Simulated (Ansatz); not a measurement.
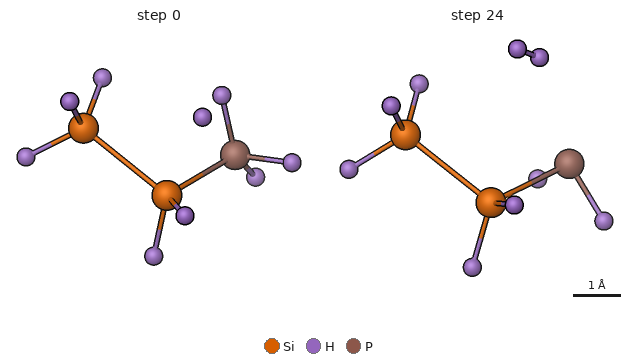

The structure of Si2PH9 before (left) and after (right) a relaxation, at one scale.

A ball-and-stick model, seen at a tilt.

Level of theory: RKS PBE-D4/cc-pVDZ (Ansatz).

Input file:
```yaml
crystal:
  periodic: [false, false, false]
  atoms:
    - {symbol: Si, position_ang: [-0.412100, -0.319999, -0.891302]}
    - {symbol: H, position_ang: [1.348223, 0.095553, -0.328703]}
    - {symbol: H, position_ang: [0.148017, -0.898624, -2.145533]}
    - {symbol: H, position_ang: [-1.866192, -0.143739, -1.253215]}
    - {symbol: Si, position_ang: [-0.170923, -1.562747, 1.060282]}
    - {symbol: H, position_ang: [1.249845, 1.170892, 0.438783]}
    - {symbol: P, position_ang: [0.033185, 1.811933, -0.164028]}
    - {symbol: H, position_ang: [0.313187, -0.627708, 2.114890]}
    - {symbol: H, position_ang: [-1.426337, -2.202510, 1.546594]}
    - {symbol: H, position_ang: [0.845810, -2.624474, 0.842167]}
    - {symbol: H, position_ang: [-0.829032, 2.962675, 0.025226]}
    - {symbol: H, position_ang: [0.766218, 2.338747, -1.245162]}
basis:
  gaussian: {orbitals: cc-pVDZ}
hamiltonian: {xc: pbe, dispersion: d4}
relax: {f_tol: 0.03, max_steps: 60, escape_saddle: false}
```

Command:
```bash
ansatz run in.yaml --threads 4 --pin off --events-out ev --progress --plain --max-ram 9574MiB
```

Describe what moved and what it gained.

The atom that moves furthest after the best rigid fit is H2 (1.67 Å). Largest moves by element: H 1.67 Å, P 0.40 Å, Si 0.33 Å. Some distances before and after: Si1–H2 1.894 → 3.653 Å, H6–P7 1.502 → 3.196 Å, H2–H6 1.325 → 0.771 Å, Si1–Si5 2.326 → 2.367 Å. New bonds form: H2–H6 (1.32 → 0.77 Å). Bonds break: H6–P7 (1.50 → 3.20 Å). Among the angles between lasting bonds that change: Si1–P7–H11 131.5° → 93.0°, H3–Si1–P7 123.6° → 107.4°, H4–Si1–P7 98.9° → 112.6°. The energy falls by 218.4 kJ/mol in 22 accepted moves (24 points after the start). Largest force component: 0.51 eV/Å at the start, 0.026 eV/Å at the end. The line search rejected the trial steps at points 15, 19 of the run. The forces were under the threshold at step 21, but the run went on from there. The run took 31 s on 4 threads of Intel Xeon Platinum 8259CL @ 2.50GHz, with other jobs on the host.
